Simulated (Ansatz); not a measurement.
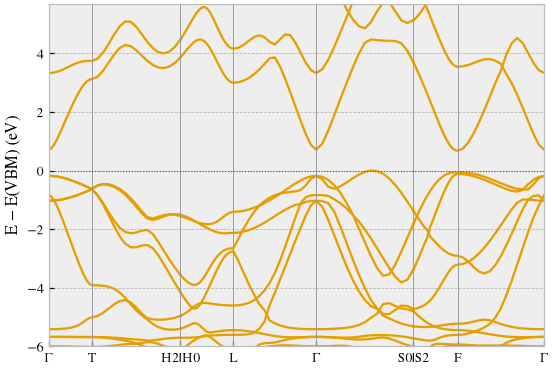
Figure. Band structure from PBEsol in the plane-wave PAW code Ansatz

The gap is 0.68 eV; an edge lies off the plotted path or next to a special point (maximum off the standard path, minimum at F).

Pick the material that matches.
A. CdSiN2, R-3m (Cd on 3a, Si on 3b, N on 6c)
B. SiBCN, R3m (B on 3a, N on 3a, Si on 3a, C on 3a)
C. ZnSnN2, R-3m (Zn on 3a, Sn on 3b, N on 6c)
D. B4C, R-3m (B on 18h, B on 18h, C on 6c, C on 3b)

C, ZnSnN2, R-3m (Zn on 3a, Sn on 3b, N on 6c)

The start of the workflow was typed in or built on a structure type; neither database checked (COD, Materials Project) lists it. Whether it is the stable phase at ambient conditions was not checked. Symmetry was held in the PBEsol relaxation. At this level the phase is mechanically unstable. Its formation energy is positive at this level, so the cell may be metastable or incomplete. Spin–orbit coupling is left out wherever it is not named.

Potentials: the earlier of the program's two PAW sets. The files were generated under PBE; for other functionals the program regenerates the frozen cores, and for LDA and PBEsol the local potential too.
